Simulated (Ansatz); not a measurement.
# A ladder of methods for GeH3F (fluorogermane)

GeH3F: 5 atoms, total charge 0, spin state singlet. SMILES: `[F][GeH3]`. Geometry: relaxed at PBE0-D4/def2-TZVP.

```xyz
5

F    -1.0465    0.4743    1.1622
Ge    0.0682   -0.0416   -0.0728
H     1.3310   -0.5120    0.6586
H    -0.6278   -1.1780   -0.8312
H     0.3251    1.1836   -0.9581
```

Quantity: the energy change with the Ge2–H3 bond stretched from 1.533 to 3.833 Å, in eV. The values are calculated.

```
                      level                    kind  program  value (eV)  less FCI/STO-3G
  SVWN5/STO-3G (restricted)                     LDA   Ansatz        6.51            +1.80
   BLYP/STO-3G (restricted)                     GGA   Ansatz        6.09            +1.38
 r2SCAN/STO-3G (restricted)                meta-GGA   Ansatz        6.73            +2.02
r2SCAN0/STO-3G (restricted)         hybrid meta-GGA   Ansatz        7.66            +2.95
  HSE06/STO-3G (restricted)  range-separated hybrid   Ansatz        7.31            +2.60
 B2PLYP/STO-3G (restricted)           double hybrid   Ansatz        6.47            +1.76
    MP2/STO-3G (restricted)     perturbation theory   Ansatz        6.18            +1.47
BCCD(T)/STO-3G (restricted)   coupled cluster or CI   Ansatz        4.64            -0.07
   CCSD/STO-3G (restricted)   coupled cluster or CI   Ansatz        5.00            +0.29
                 FCI/STO-3G      exact in the basis   Ansatz        4.71             0.00
```

FCI/STO-3G is exact within its basis and frozen core, so for wave-function methods in that basis the difference is their error; functionals converge differently with the basis, so for them it is only a difference. All-electron rows without a relativistic Hamiltonian named are non-relativistic. The first shape isn't each level's own minimum. The values span 4.64 to 7.66 eV. All rows use very small basis sets, so even the best lies far from the true value. In the correlated wave-function rows the outer d shell of Ge is correlated, in sets not made for it.

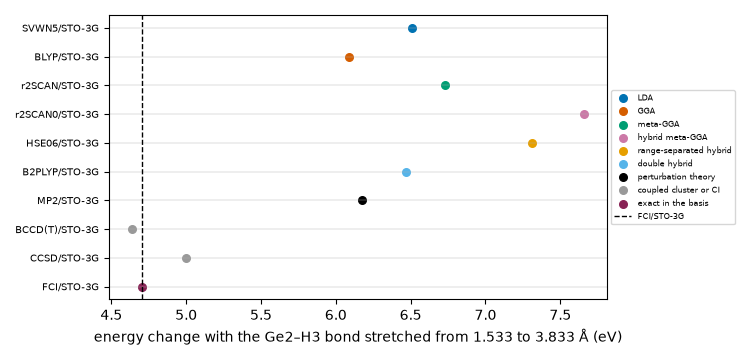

The values of the table, level by level.
